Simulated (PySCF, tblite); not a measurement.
# 3-ethylpyridine: dynamics, then NMR shifts on frames, part 1 of 2

How do NMR shifts of 3-ethylpyridine (`CCc1cccnc1`) change as the atoms move?

The runs use tblite 0.8.0 and PySCF 2.14.0, with density-fitted response routines of our own; the level of theory stands in each step. All values are computed, except where a source is named. Atoms count from 0, in the outputs and in this text.

## Step 1: Starting geometry

17 atoms, charge 0, multiplicity 1; geometry from: GFN2-xTB.

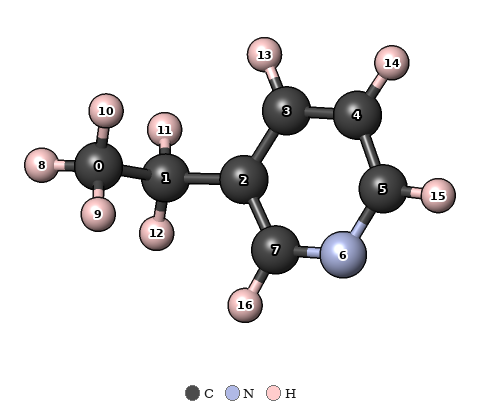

The starting geometry (carbon dark grey, nitrogen light blue, hydrogen pink), atoms numbered; sticks join atoms by distance.

## Step 2: Dynamics with GFN2-xTB

Job settings and geometry (Å):

```
{"job": {"kind": "md", "xc": "GFN2-xTB", "basis": "xTB", "temperature": 400, "steps": 2000, "every": 50, "frames": 5}, "charge": 0, "multiplicity": 1}
C     -2.299366     0.508761     0.509072
C     -1.405017     0.043263    -0.642242
C     -0.001949    -0.173331    -0.158812
C      0.933161     0.854914    -0.153071
C      2.203967     0.614667     0.341275
C      2.495400    -0.655420     0.814758
N      1.617157    -1.643152     0.819179
C      0.407384    -1.403114     0.348122
H     -3.317155     0.665275     0.159136
H     -2.313735    -0.236209     1.301700
H     -1.927687     1.442927     0.925113
H     -1.411715     0.797332    -1.432611
H     -1.800548    -0.888119    -1.052652
H      0.666051     1.830977    -0.535129
H      2.950234     1.394113     0.357519
H      3.473503    -0.898264     1.208325
H     -0.276684    -2.242590     0.373687
```

Method: GFN2-xTB Langevin dynamics, gas phase.

Launch:

```
OMP_NUM_THREADS=1 python probes_run.py task.json out
```

This one command runs all jobs of the session in turn.

Output:

```text
t/fs     T/K      E/eV
    0.0   345.3   -611.88133
   25.0   213.0   -611.41914
   50.0   331.6   -611.41080
   75.0   282.3   -611.22078
  100.0   356.4   -611.27973
  125.0   485.4   -611.18039
  150.0   390.8   -611.27285
  175.0   356.0   -611.13895
  200.0   411.5   -611.29865
  225.0   358.8   -611.07340
  250.0   416.4   -611.09609
  275.0   415.5   -611.14239
  300.0   423.9   -610.89174
  325.0   460.2   -611.04497
  350.0   352.4   -611.13736
  375.0   287.1   -611.19158
  400.0   259.9   -611.11013
  425.0   430.0   -611.44554
  450.0   298.1   -611.22774
  475.0   320.9   -611.14297
  500.0   450.7   -611.21209
  525.0   307.9   -610.82182
  550.0   445.4   -611.44147
  575.0   300.7   -610.99697
  600.0   379.0   -611.08969
  625.0   369.9   -611.26060
  650.0   422.8   -611.13621
  675.0   441.6   -611.22023
  700.0   459.9   -611.28678
  725.0   390.9   -611.16430
  750.0   421.4   -611.04710
  775.0   484.5   -610.95960
  800.0   386.9   -610.96569
  825.0   361.8   -610.91870
  850.0   366.2   -610.97425
  875.0   376.7   -610.93968
  900.0   461.0   -611.19269
  925.0   402.2   -611.25664
  950.0   246.9   -611.05472
  975.0   488.1   -611.19355
 1000.0   344.0   -611.04002
```

It took 19 s on 1 thread of Arm Neoverse N1, shared host; peak memory 0.18 GiB.

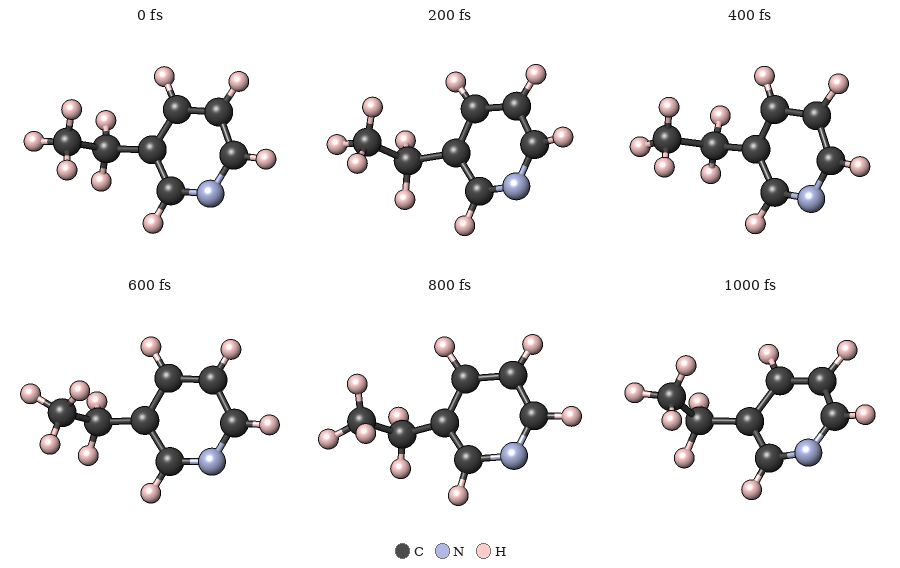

Frames of the run.

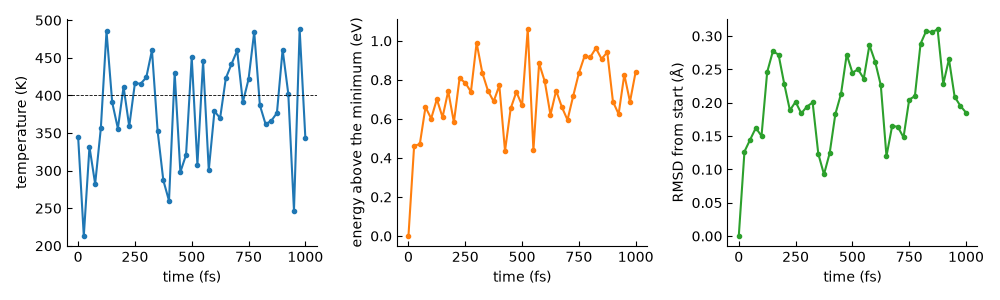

Temperature, potential energy and distance from the start.

Positions (Å) and forces (eV/Å) at 1000 fs:

```xyz
17

C    -3.203    1.365    1.608   -2.886   -0.440   -2.652
C    -2.715    0.466    0.484    0.336   -1.674   -0.455
C    -1.227    0.221    0.749    0.811    1.275   -1.648
C    -0.228    1.199    0.230   -2.596   -1.829    0.506
C     1.055    1.008    0.628    2.287    1.813   -0.499
C     1.396    0.008    1.544   -0.473    0.418    0.017
N     0.505   -0.870    1.916    0.457   -1.268    0.304
C    -0.733   -0.872    1.446    0.318    2.075   -0.346
H    -4.293    1.643    1.344    1.591   -0.118    0.710
H    -3.176    0.751    2.429   -0.185   -0.922    2.304
H    -2.600    2.197    1.718    0.908    1.648    0.185
H    -2.818    0.914   -0.506   -0.109    0.063    0.098
H    -3.358   -0.521    0.486    1.371    1.606    0.004
H    -0.550    1.963   -0.505    0.270   -0.528    0.808
H     1.877    1.751    0.272   -1.346   -1.334    0.517
H     2.370   -0.055    2.028   -0.243    0.006   -0.280
H    -1.365   -1.671    1.705   -0.510   -0.791    0.429
```

## Step 3: Shielding tensors: 250 fs, PBE0/pcSseg-1

Job settings and geometry (Å):

```
{"job": {"kind": "nmr", "xc": "PBE0", "basis": "pcSseg-1", "pop": false}, "charge": 0, "multiplicity": 1}
C     -2.575100     0.243000     0.597700
C     -1.796000    -0.076300    -0.652100
C     -0.335900    -0.218600    -0.178200
C      0.467400     0.884100    -0.063900
C      1.665800     0.720800     0.598200
C      2.082200    -0.501100     1.059700
N      1.350000    -1.594800     0.917700
C      0.125000    -1.384900     0.364000
H     -3.672600     0.324600     0.461100
H     -2.301000    -0.312700     1.460400
H     -2.352900     1.285000     0.941800
H     -1.925700     0.861700    -1.134600
H     -2.057200    -0.915100    -1.168300
H      0.054600     1.817400    -0.531500
H      2.201700     1.640000     0.705600
H      2.995400    -0.629800     1.652400
H     -0.486300    -2.254500     0.345100
```

With the program's defaults for keys left out, this is: GIAO PBE0/pcSseg-1 NMR shielding, non-relativistic, gas phase.

Output:

```text
coarse grid: 14248 points
cycle   1  E = -326.3615972890  dE =  1.361e+00  |g| = 3.796e-01  |ddm| = 3.854e+00
cycle   2  E = -326.3617474648  dE = -1.502e-04  |g| = 4.020e-01  |ddm| = 9.208e-01
cycle   3  E = -326.4012410625  dE = -3.949e-02  |g| = 6.330e-02  |ddm| = 4.231e-01
cycle   4  E = -326.4017808933  dE = -5.398e-04  |g| = 3.692e-02  |ddm| = 6.273e-02
cycle   5  E = -326.4020665552  dE = -2.857e-04  |g| = 9.609e-03  |ddm| = 4.427e-02
cycle   6  E = -326.4020875658  dE = -2.101e-05  |g| = 3.988e-03  |ddm| = 1.447e-02
cycle   7  E = -326.4020915696  dE = -4.004e-06  |g| = 7.059e-04  |ddm| = 4.039e-03
final grid: 137800 points
cycle   8  E = -326.4484661327  dE = -4.324e-05  |g| = 7.521e-03  |ddm| = 4.448e-02
cycle   9  E = -326.4484646694  dE =  1.463e-06  |g| = 8.040e-03  |ddm| = 1.578e-02
cycle  10  E = -326.4484807468  dE = -1.608e-05  |g| = 1.003e-03  |ddm| = 7.972e-03
cycle  11  E = -326.4484809585  dE = -2.117e-07  |g| = 4.106e-04  |ddm| = 1.304e-03
cycle  12  E = -326.4484809969  dE = -3.842e-08  |g| = 9.723e-05  |ddm| = 4.709e-04
cycle  13  E = -326.4484809990  dE = -2.148e-09  |g| = 2.815e-05  |ddm| = 1.108e-04
cycle  14  E = -326.4484809992  dE = -1.866e-10  |g| = 8.671e-06  |ddm| = 3.248e-05
converged SCF energy = -326.4484809992

GIAO shielding tensors (ppm)
atom      isotropic    diamagn.    paramagn.     s11        s22        s33       span
  0 C      163.320     247.376     -84.055    145.671    152.752    191.539     45.868
  1 C      160.137     246.824     -86.687    133.646    158.764    188.001     54.355
  2 C       39.031     265.667    -226.636    -63.028      5.388    174.734    237.761
  3 C       41.981     254.220    -212.239    -72.085     37.330    160.697    232.782
  4 C       64.628     257.259    -192.631    -40.246     53.320    180.809    221.055
  5 C       33.701     251.272    -217.571    -73.800     27.120    147.783    221.583
  6 N     -108.333     331.489    -439.822   -428.433   -197.188    300.623    729.056
  7 C       29.330     249.835    -220.505    -79.472     26.283    141.180    220.651
  8 H       29.827      26.971       2.856     25.470     26.182     37.830     12.360
  9 H       31.638      30.604       1.034     27.084     31.267     36.564      9.480
 10 H       30.108      30.439      -0.331     25.942     29.362     35.020      9.078
 11 H       29.469      32.711      -3.243     25.975     27.534     34.896      8.921
 12 H       30.618      32.348      -1.731     26.378     29.073     36.402     10.024
 13 H       23.317      32.899      -9.582     19.733     21.840     28.377      8.644
 14 H       24.700      31.360      -6.660     21.204     23.818     29.078      7.874
 15 H       22.509      28.529      -6.019     18.622     23.164     25.742      7.120
 16 H       23.181      32.596      -9.415     19.093     21.220     29.229     10.136
```

Run time: 56 s. Hardware: 1 thread of Arm Neoverse N1, shared host; peak memory 0.82 GiB.

The references, computed at this level on geometries of the same kind, shield at (ppm): ¹H TMS 31.72, ¹³C TMS 186.9, ¹⁵N NH3 267.7. Their shielding less the atom's gives the shift. The references are single molecules in the gas phase, so shifts against H2O, NH3, PH3, H3PO4 or CFCl3 are not on the usual liquid scales and can be off by tens of ppm. Each atom is listed at this fixed geometry, with no averaging over motion; a spectrum would average atoms that exchange fast.

```csv
atoms,environment,σ (ppm),δ (ppm)
C7,aromatic CH next to a ring nitrogen,29.3,157.6
C5,aromatic CH next to a ring nitrogen,33.7,153.2
C2,substituted aromatic carbon,39.0,147.9
C3,aromatic CH,42.0,144.9
C4,aromatic CH,64.6,122.3
C1,sp3 CH2 on an aromatic ring,160.1,26.8
C0,methyl carbon,163.3,23.6
H15,hydrogen on an aromatic CH next to a ring nitrogen,22.51,9.21
H16,hydrogen on an aromatic CH next to a ring nitrogen,23.18,8.54
H13,hydrogen on an aromatic CH,23.32,8.40
H14,hydrogen on an aromatic CH,24.70,7.02
H11,hydrogen on an sp3 CH2 on an aromatic ring,29.47,2.25
H8,hydrogen on a methyl carbon,29.83,1.89
H10,hydrogen on a methyl carbon,30.11,1.61
H12,hydrogen on an sp3 CH2 on an aromatic ring,30.62,1.10
H9,hydrogen on a methyl carbon,31.64,0.08
N6,pyridine-type ring nitrogen,-108.3,376.1
```

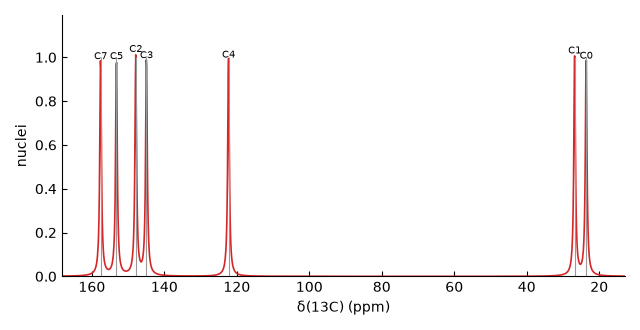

¹³C lines at the computed shifts, without couplings. Lines are broadened to a width of 0.54 ppm (Lorentzian).

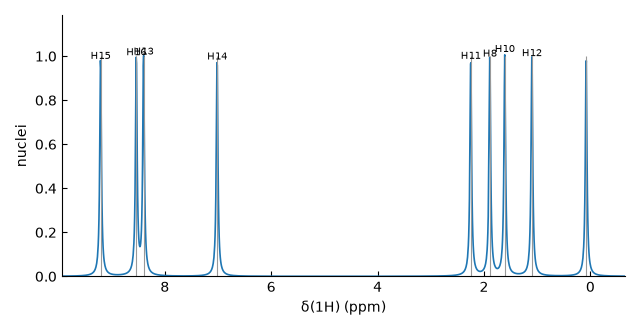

¹H lines at the computed shifts, without couplings. Lines are broadened to a width of 0.04 ppm (Lorentzian).

Ring of atoms C2, C3, C4, C5, N6, C7: NICS(0) -7.5, NICS(1) -11.2, NICS(1)zz -28.6 ppm (means of both faces).

Orbitals, density, ELF and potential are computed afterwards from the orbital file.

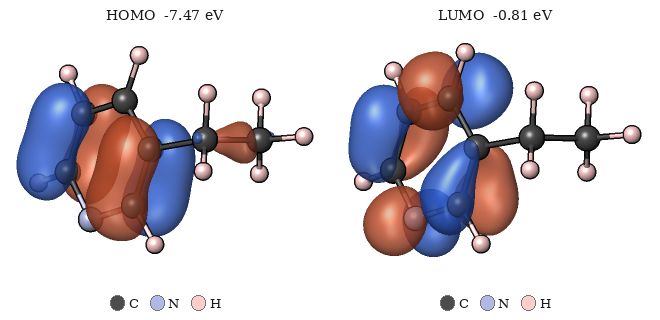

Frontier orbitals at PBE0/pcSseg-1; each surface holds 70 % of the orbital's density, blue and red mark the sign.

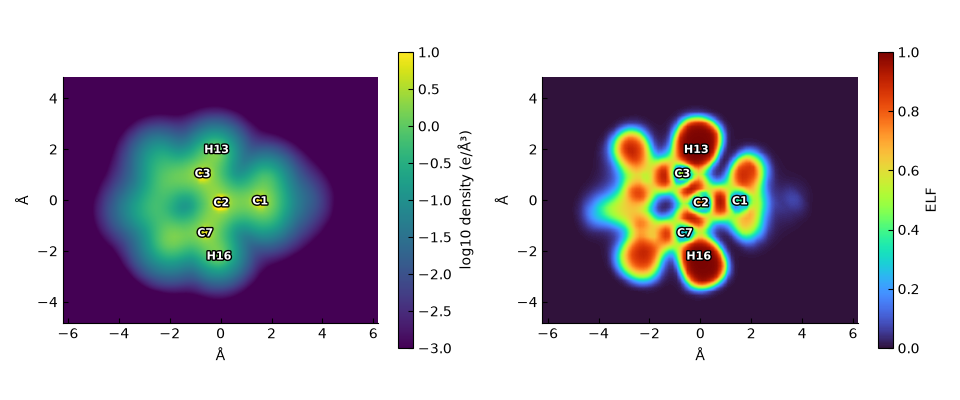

Density (left) and ELF (right) in a plane through or near 6 of the atoms.

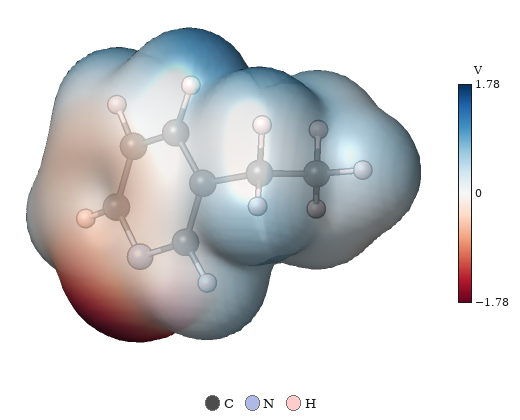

The potential that a unit positive charge feels on the 0.002 e/bohr³ surface, from -1.78 V near N6 to 1.12 V near H13.

## Step 4: Nuclear shieldings: 425 fs, PBE0/pcSseg-1

Job settings and geometry (Å):

```
{"job": {"kind": "nmr", "xc": "PBE0", "basis": "pcSseg-1", "pop": false}, "charge": 0, "multiplicity": 1}
C     -2.862900     0.742700     0.426600
C     -1.739700     0.184100    -0.474600
C     -0.465400    -0.034900     0.156100
C      0.444900     1.005000     0.324800
C      1.672700     0.765900     0.972100
C      1.980900    -0.510700     1.310900
N      1.123100    -1.513600     1.119300
C     -0.045400    -1.304800     0.516000
H     -3.907400     0.717300    -0.027600
H     -2.940300     0.046800     1.289700
H     -2.586000     1.758500     0.690700
H     -1.615100     0.812900    -1.383600
H     -2.117300    -0.785900    -0.867800
H      0.106700     2.042900     0.097700
H      2.358500     1.545000     1.302900
H      2.885700    -0.825300     1.841100
H     -0.586400    -2.218400     0.282000
```

With the program's defaults for keys left out, this is: GIAO PBE0/pcSseg-1 NMR shielding, non-relativistic, gas phase.

Output:

```text
coarse grid: 14248 points
cycle   1  E = -326.3792062327  dE =  1.242e+00  |g| = 3.740e-01  |ddm| = 3.840e+00
cycle   2  E = -326.3732600297  dE =  5.946e-03  |g| = 4.322e-01  |ddm| = 1.037e+00
cycle   3  E = -326.4177433687  dE = -4.448e-02  |g| = 8.026e-02  |ddm| = 5.199e-01
cycle   4  E = -326.4187200087  dE = -9.766e-04  |g| = 4.225e-02  |ddm| = 9.240e-02
cycle   5  E = -326.4191297528  dE = -4.097e-04  |g| = 1.062e-02  |ddm| = 5.874e-02
cycle   6  E = -326.4191578172  dE = -2.806e-05  |g| = 3.571e-03  |ddm| = 1.506e-02
cycle   7  E = -326.4191609084  dE = -3.091e-06  |g| = 5.740e-04  |ddm| = 3.383e-03
final grid: 137800 points
cycle   8  E = -326.4650017174  dE = -3.389e-05  |g| = 7.262e-03  |ddm| = 3.771e-02
cycle   9  E = -326.4649999530  dE =  1.764e-06  |g| = 7.907e-03  |ddm| = 1.640e-02
cycle  10  E = -326.4650156092  dE = -1.566e-05  |g| = 1.006e-03  |ddm| = 8.476e-03
cycle  11  E = -326.4650158202  dE = -2.110e-07  |g| = 3.379e-04  |ddm| = 1.161e-03
cycle  12  E = -326.4650158438  dE = -2.360e-08  |g| = 1.018e-04  |ddm| = 4.286e-04
cycle  13  E = -326.4650158463  dE = -2.475e-09  |g| = 3.119e-05  |ddm| = 1.275e-04
cycle  14  E = -326.4650158466  dE = -2.449e-10  |g| = 7.915e-06  |ddm| = 3.762e-05
converged SCF energy = -326.4650158466

GIAO shielding tensors (ppm)
atom      isotropic    diamagn.    paramagn.     s11        s22        s33       span
  0 C      161.309     246.892     -85.583    144.496    160.799    178.632     34.136
  1 C      156.921     244.220     -87.299    147.542    150.945    172.277     24.734
  2 C       45.223     265.429    -220.206    -54.669      9.155    181.181    235.850
  3 C       42.706     251.268    -208.562    -64.846     25.291    167.673    232.520
  4 C       60.580     257.307    -196.727    -47.908     52.709    176.940    224.848
  5 C       31.870     252.615    -220.745    -81.163     32.325    144.449    225.612
  6 N     -119.772     331.552    -451.324   -466.392   -187.575    294.651    761.043
  7 C       27.766     249.401    -221.635    -80.222     34.415    129.104    209.325
  8 H       28.957      26.103       2.854     25.222     25.853     35.795     10.573
  9 H       29.793      28.695       1.098     25.702     29.141     34.536      8.833
 10 H       30.025      29.143       0.881     25.093     29.479     35.502     10.409
 11 H       28.551      30.238      -1.687     24.285     27.477     33.891      9.606
 12 H       28.655      30.972      -2.317     23.814     27.996     34.156     10.342
 13 H       23.505      32.174      -8.669     19.857     22.143     28.517      8.660
 14 H       24.267      30.495      -6.228     21.177     24.231     27.392      6.215
 15 H       22.449      28.970      -6.521     18.452     22.865     26.029      7.577
 16 H       22.548      31.932      -9.384     18.687     21.207     27.751      9.065
```

Wall time 45 s (1 thread of Arm Neoverse N1, shared host); peak memory 0.83 GiB.

Key values: δ C7 159.2, C5 155.1, C3 144.2, C2 141.7, H15 9.27, H16 9.17 ppm.

## Step 5: NMR shieldings: 625 fs, PBE0/pcSseg-1

Job settings and geometry (Å):

```
{"job": {"kind": "nmr", "xc": "PBE0", "basis": "pcSseg-1", "pop": false}, "charge": 0, "multiplicity": 1}
C     -2.919400     0.762900     1.321600
C     -2.177900     0.137600     0.085700
C     -0.679700     0.048400     0.257000
C      0.201700     1.148600     0.227800
C      1.544000     0.937700     0.477200
C      2.002100    -0.337900     0.804200
N      1.136900    -1.396500     0.888200
C     -0.104300    -1.197700     0.623600
H     -3.832700     1.300800     1.101500
H     -3.231300     0.037100     2.090400
H     -2.185900     1.502200     1.733700
H     -2.342000     0.784600    -0.807200
H     -2.767100    -0.779500    -0.144100
H     -0.298300     2.149900    -0.011800
H      2.194000     1.807000     0.370000
H      3.036900    -0.491600     1.088900
H     -0.860200    -1.951000     0.670000
```

Level: GIAO PBE0/pcSseg-1 NMR shielding, non-relativistic, gas phase.

Output:

```text
coarse grid: 14248 points
cycle   1  E = -326.3755189482  dE =  1.091e+00  |g| = 3.552e-01  |ddm| = 3.796e+00
cycle   2  E = -326.3722688324  dE =  3.250e-03  |g| = 3.997e-01  |ddm| = 9.153e-01
cycle   3  E = -326.4103377320  dE = -3.807e-02  |g| = 7.516e-02  |ddm| = 4.449e-01
cycle   4  E = -326.4112085276  dE = -8.708e-04  |g| = 3.967e-02  |ddm| = 8.203e-02
cycle   5  E = -326.4115749694  dE = -3.664e-04  |g| = 9.267e-03  |ddm| = 4.852e-02
cycle   6  E = -326.4115956992  dE = -2.073e-05  |g| = 3.780e-03  |ddm| = 1.368e-02
cycle   7  E = -326.4115992892  dE = -3.590e-06  |g| = 7.278e-04  |ddm| = 3.619e-03
final grid: 137800 points
cycle   8  E = -326.4582213278  dE = -3.555e-05  |g| = 7.233e-03  |ddm| = 3.904e-02
cycle   9  E = -326.4582187016  dE =  2.626e-06  |g| = 8.081e-03  |ddm| = 1.558e-02
cycle  10  E = -326.4582348409  dE = -1.614e-05  |g| = 1.293e-03  |ddm| = 8.077e-03
cycle  11  E = -326.4582352356  dE = -3.947e-07  |g| = 3.314e-04  |ddm| = 1.564e-03
cycle  12  E = -326.4582352609  dE = -2.525e-08  |g| = 1.023e-04  |ddm| = 4.118e-04
cycle  13  E = -326.4582352633  dE = -2.480e-09  |g| = 2.433e-05  |ddm| = 1.128e-04
cycle  14  E = -326.4582352635  dE = -1.479e-10  |g| = 5.933e-06  |ddm| = 2.850e-05
converged SCF energy = -326.4582352635

GIAO shielding tensors (ppm)
atom      isotropic    diamagn.    paramagn.     s11        s22        s33       span
  0 C      161.298     246.333     -85.035    142.341    156.250    185.303     42.962
  1 C      155.178     243.116     -87.938    138.721    152.043    174.769     36.048
  2 C       31.523     264.959    -233.436    -81.637      6.949    169.258    250.895
  3 C       41.724     253.653    -211.929    -68.331     28.970    164.533    232.864
  4 C       57.686     257.950    -200.265    -53.172     49.540    176.690    229.862
  5 C       31.530     251.594    -220.064    -76.860     24.090    147.359    224.219
  6 N      -93.109     330.114    -423.223   -420.525   -158.244    299.443    719.968
  7 C       29.572     249.828    -220.256    -79.304     35.429    132.592    211.896
  8 H       30.148      27.512       2.636     26.170     27.146     37.127     10.957
  9 H       29.756      28.444       1.312     25.680     28.076     35.512      9.832
 10 H       29.920      28.941       0.979     24.775     30.756     34.229      9.453
 11 H       28.464      30.171      -1.706     24.210     27.447     33.735      9.525
 12 H       28.284      30.030      -1.747     24.283     26.763     33.805      9.522
 13 H       23.014      31.517      -8.503     19.364     21.699     27.979      8.615
 14 H       23.977      30.526      -6.548     20.862     23.526     27.544      6.682
 15 H       22.688      29.283      -6.594     19.394     22.212     26.458      7.064
 16 H       22.812      32.699      -9.886     18.751     19.988     29.697     10.946
```

It took 44 s on 1 thread of Arm Neoverse N1, shared host; peak memory 0.83 GiB.

Key values: δ C7 157.4, C2 155.4, C5 155.4, C3 145.2, H15 9.03, H16 8.90 ppm.

(Continued in part 2 of 2.)
